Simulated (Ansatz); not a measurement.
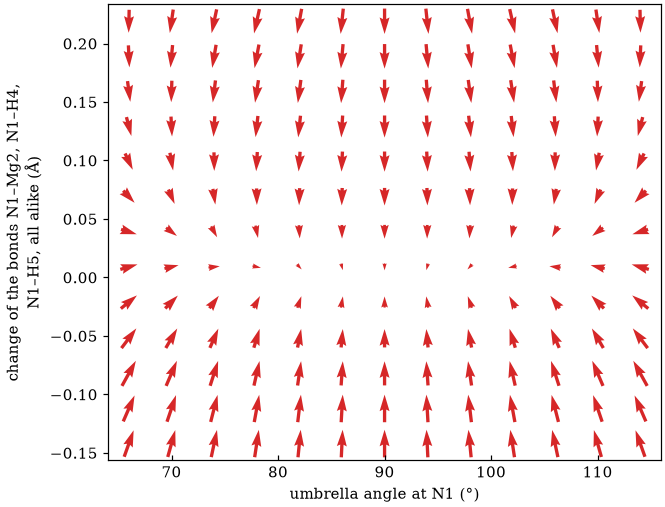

H₄MgNO, SMILES [NH2][Mg][OH2+], charge +1. Coordinates scanned: (1) umbrella angle at N1 (between each of its bonds and their common axis; 90 is planar); (2) change of the bonds N1–Mg2, N1–H4, N1–H5, all alike. Nothing is relaxed (all other coordinates rigid). The scan uses a 13 × 13 grid. Points are written as (first, second). The calculation used RKS B3LYP-D4/def2-TZVP (Ansatz 0.2.0).

Drawn: arrows along the force (downhill), their lengths compressed.

> The arrows alone are given. Where is the energy lowest?

The arrows converge at about (90°, 0.000 Å) (read from the interpolated surface).

The energy map of the same scan:

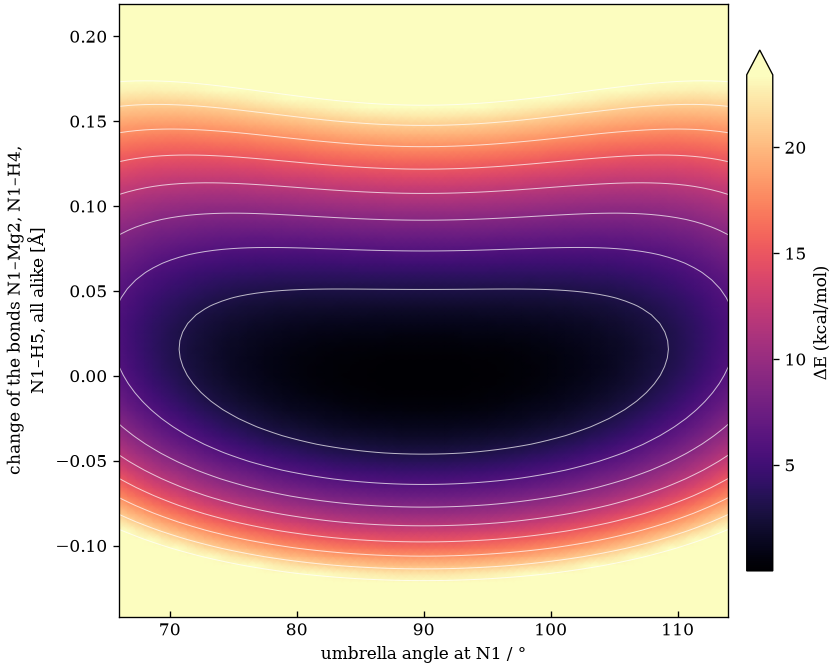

Energies are in kcal/mol, from the relaxed molecule at the same level; between grid points the surface is interpolated.
